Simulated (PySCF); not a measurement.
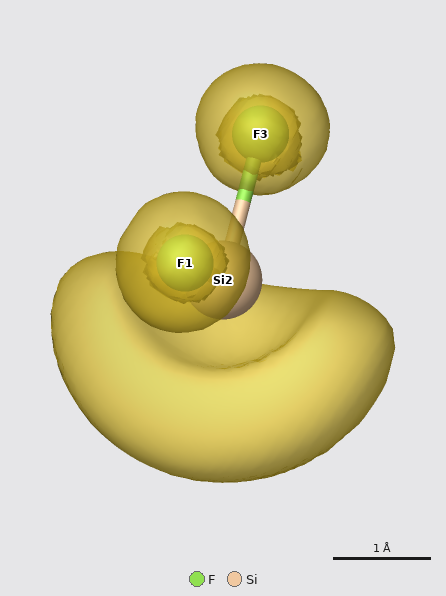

*F2Si (Silicon difluoride). Isosurface of the ELF at 0.8 (yellow), seen at an oblique angle. Only the valence region is drawn (cores and ρ < 0.01 e/Å³ removed).*

Geometry: PBE0-D3(BJ)/def2-TZVP.

Method: PBE0/pcSseg-2, SCF density, gas phase, non-relativistic in PySCF.

> What do the ELF domains correspond to?

At this value the surface marks out one lobe on Si, pointing away from the bonds (lone pairs) and two regions wrapped around F (its lone pairs, merged into a ring or cap).

Values along the shortest contacts:
Si–F (1.60 Å): the ELF peaks at about 0.85 in the valence shell of F, 0.5 Å from its nucleus, and is about 0.55 at the midpoint.
